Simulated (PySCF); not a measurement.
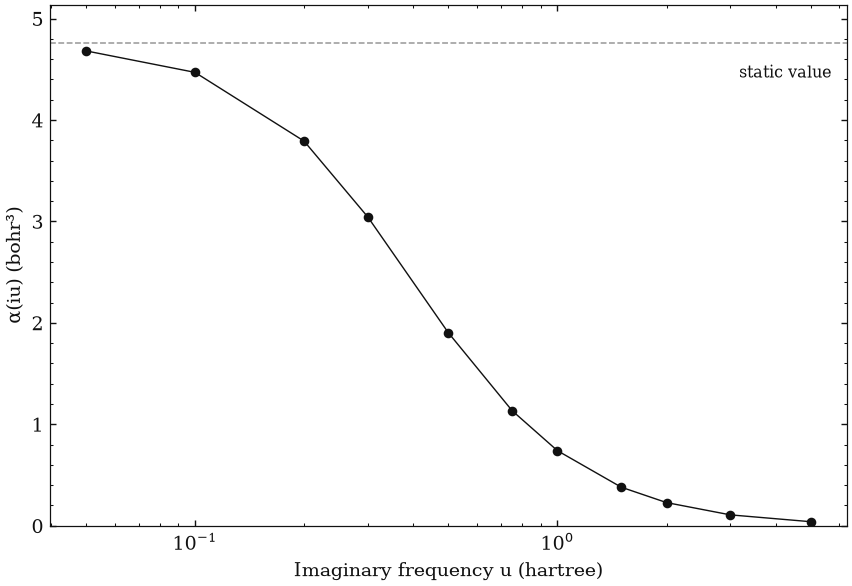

Dipole polarisability at imaginary frequency of neutral hydrogen (1s). Coupled response at the M06-L level; PySCF, def2-TZVPPD, non-relativistic, unrestricted single determinants, no spin-orbit coupling.

Question: Give the static polarisability, its fall-off and C₆.

Answer: The static dipole polarisability is 4.76 bohr³ (the recommended value is 4.51); α(iu) falls to half of it near u = 0.40 hartree. The Casimir–Polder integral gives C₆ = 6.94 hartree bohr⁶ for two such species.
